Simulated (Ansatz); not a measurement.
# H$_{6}$O$_{2}$Si: what the fields show

```xyz
9

Si   -0.4410   -0.0925    0.2378
O     1.2707   -0.8213    0.0530
H    -0.9963   -1.1494   -0.6863
H    -1.0512   -0.4534    1.5413
O    -0.9124    1.2637   -0.5891
H     1.3871    0.1815    0.5518
H     0.6701    0.9341    1.0323
H     1.6054   -0.9269   -0.8457
H    -1.5324    1.0641   -1.2951
```

A transition-state structure; geometry: PBE0-D4/def2-TZVP.

Theory: RKS PBE0-D4/def2-TZVPP in Ansatz.

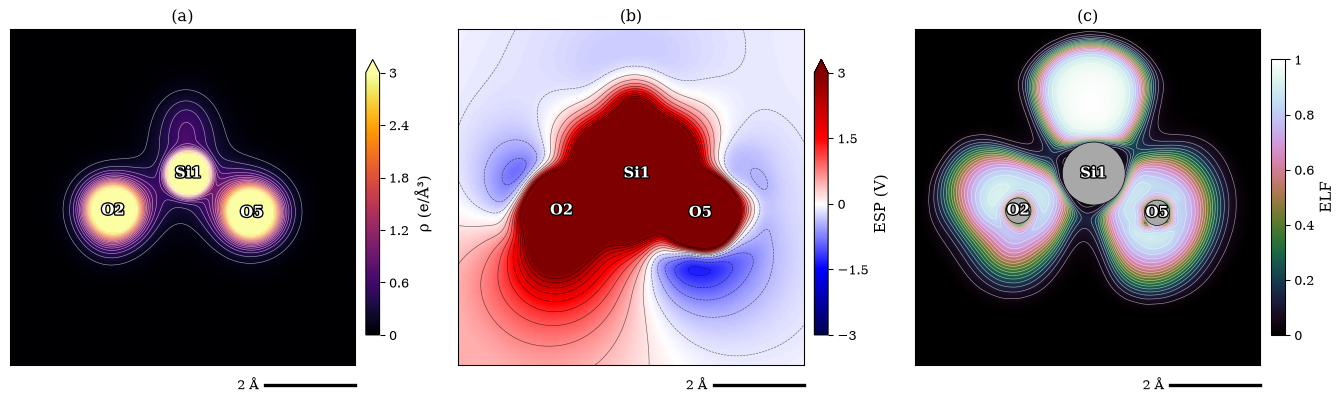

Figure 1. (a) electron density; (b) electrostatic potential; (c) electron localisation function on the plane of atoms O2, Si1 and O5. Grey discs cover the atomic cores in the ELF map.

Q: What does the map show?

A: The section cuts through Si and O sites. Si–O (1.66 Å): the density is about 1.2 e/Å³ at the midpoint; the ELF peaks at about 0.85 between the atoms (a polar covalent bond). Si–O (1.87 Å): the density is about 0.72 e/Å³ at the midpoint; the ELF peaks at about 0.90 between the atoms (a shared but strongly polarised pair). The ELF also peaks beside O5 and O2, away from the bonds: lone-pair regions. Outside the dense part of the molecule the potential is most negative (−1.3 V) near O5.

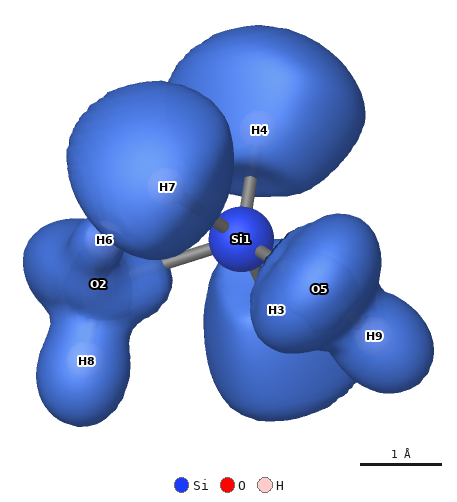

Figure 2. Isosurface of the electron localisation function at 0.75 (blue), seen at a tilt. Only the valence region is drawn (cores and ρ < 0.01 e/Å³ removed).

Q: Describe the localisation domains.

A: The surface consists of two regions around hydrogen nuclei and two joined regions spread over several atoms (H, O), in which their bonds and any lone pairs are merged. Profiles from the grid: O–H (0.96 Å): the ELF climbs to about 1 towards the hydrogen, as it does in any bond to H; an ordinary covalent bond to hydrogen.

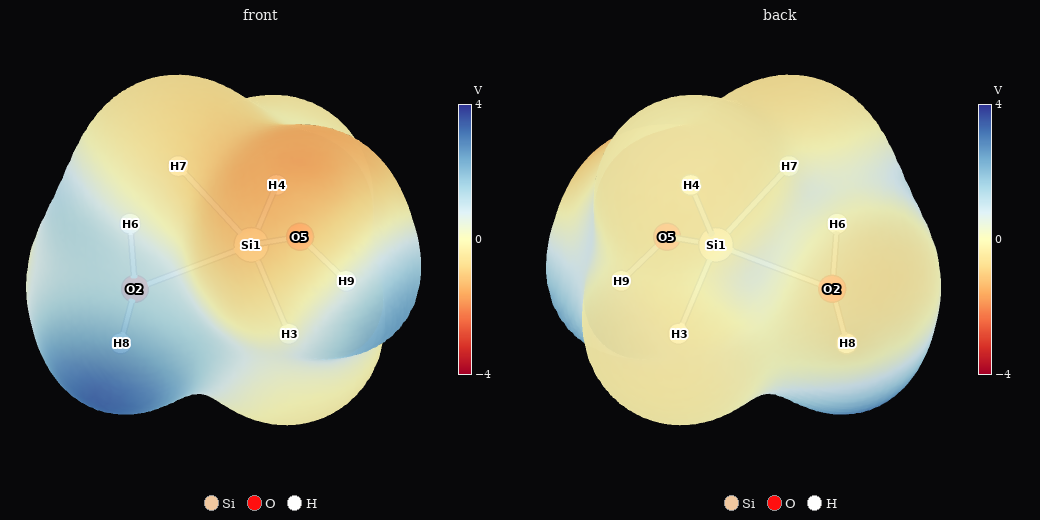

Figure 3. The molecular electrostatic potential painted on the density surface at 0.002 e/bohr³, seen from the front and from behind; the colour scale runs from red (negative) to blue (positive).

Q: Where is the surface potential most negative and most positive?

A: The most negative region (about −1.6 V, or −37 kcal/mol for a unit charge) lies over O5, the most positive (about +3.3 V, or +76 kcal/mol for a unit charge) over H8. O5 is the likeliest acceptor of a hydrogen bond.

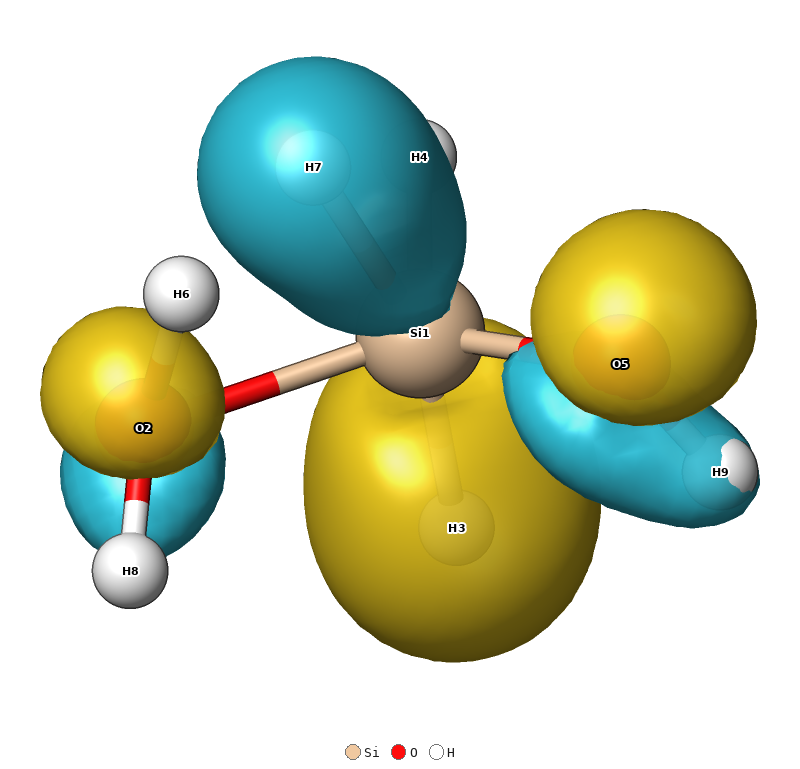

Figure 4. The HOMO−1 at ±0.15 Å⁻³ᐟ² (yellow and cyan are the two phases), seen across its widest extent.

Q: Where does this orbital lie, and at what energy?

A: Its weight (Hirshfeld) is mainly on Si1 (about 25 %), H3 (about 25 %), O5 (about 20 %), O2 (about 10 %) and H7 (about 10 %). Its energy is −8.66 eV.
